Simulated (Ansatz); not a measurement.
# CH₄GeOSe: a ladder of functionals and wavefunction methods

How much do the methods differ for CH₄GeOSe? The plan is to run it at one geometry with functionals of several rungs and with coupled cluster, and see how far each lands from CCSD(T) at the basis-set limit for the atomisation energy.

Program: Ansatz 0.2.0, Gaussian basis. Level of theory: functionals in def2-TZVPP, the program's frozen cores in correlated methods. These are calculated values, not measurements.

The runs, in order: PBE-D4, r2SCAN-D4, PBE0-D4, B3LYP-D4, ωB97X-V, ωB97M-V, B2PLYP; CCSD(T)/def2-TZVPP; MP2/def2-QZVPP; extrapolation to the limit.

### 1 Structure used throughout

All runs share one geometry, relaxed beforehand with PBE0-D4 in a triple-zeta def2 set.

8 atoms, charge 0, spin multiplicity 1.

Atoms are counted from 1 here; the program's logs count them from 0.

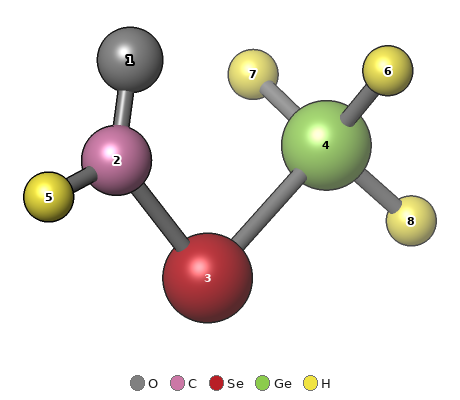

The structure; oxygen grey, carbon pink, selenium red, germanium green, hydrogen yellow; atoms are numbered from 1 in the order of the file.

### 2 PBE-D4 (GGA)

in.yaml reads:

```yaml
crystal:
  periodic: [false, false, false]
  atoms:
    - {symbol: O, position_ang: [0.405288, 1.692414, -0.714854]}
    - {symbol: C, position_ang: [-0.713632, 1.329902, -0.922963]}
    - {symbol: Se, position_ang: [-1.460082, -0.344401, -0.350303]}
    - {symbol: Ge, position_ang: [0.549394, -1.044521, 0.695117]}
    - {symbol: H, position_ang: [-1.452800, 1.933445, -1.479141]}
    - {symbol: H, position_ang: [0.901358, -0.058155, 1.810680]}
    - {symbol: H, position_ang: [1.654209, -1.138114, -0.359366]}
    - {symbol: H, position_ang: [0.208265, -2.427770, 1.265129]}
basis:
  gaussian: {orbitals: def2-TZVPP}
hamiltonian: {xc: pbe, dispersion: d4}
output: {forces: true, orbitals: {seedname: orbitals}}
```

Command:

```sh
$ ansatz run in.yaml --threads 4 --pin off --events-out ev --progress --plain --max-ram 10444MiB
```

Further steps of the session: r2SCAN-D4 (meta-GGA); PBE0-D4 (hybrid); B3LYP-D4 (hybrid); ωB97X-V (range-separated); ωB97M-V (range-separated); B2PLYP (double hybrid); CCSD(T) in def2-TZVPP; MP2 in def2-QZVPP.

Before running them: what should the planned runs give, taken together? Wanted: atomisation energy, CCSD(T)/CBS; farthest; mean size of error, hybrid; mean size of error, range-separated; gap, smallest and largest; T1 diagnostic; triples share of the correlation energy.

As calculated:

| quantity | value |
| --- | --- |
| atomisation energy, CCSD(T)/CBS | 625.7 kcal/mol |
| functionals within 6.3 kcal/mol (1.0 %) | r2SCAN-D4, PBE0-D4, B3LYP-D4, ωB97X-V, ωB97M-V |
| farthest | PBE-D4 (+15.3 kcal/mol) |
| mean size of error, hybrid | 3.9 kcal/mol |
| mean size of error, range-separated | 3.2 kcal/mol |
| gap, smallest and largest | 4.15 eV (PBE-D4), 10.81 eV (ωB97X-V) |
| T1 diagnostic | 0.0141 |
| triples share of the correlation energy | 4.1 % |

**Reading.** PBE-D4 misses by +15.3 kcal/mol. Double hybrids carry the basis error of their MP2 part in triple zeta, and no dispersion term here, so their miss is partly the set-up's. The reference freezes the cores and leaves out relativity and excitations past (T), and its outer-core shells are covered unevenly, so misses under about 6.3 kcal/mol can't be ranked. All levels share the lack of spin-orbit coupling, which lowers the free heavy atoms and so the true binding. Hartree-Fock recovers 67 % of the binding; the rest is correlation. Orbital gaps span 4.1 to 10.8 eV; exact exchange widens them. Correlated methods include outer-core shells of Ge, Se, which these sets cover unevenly.
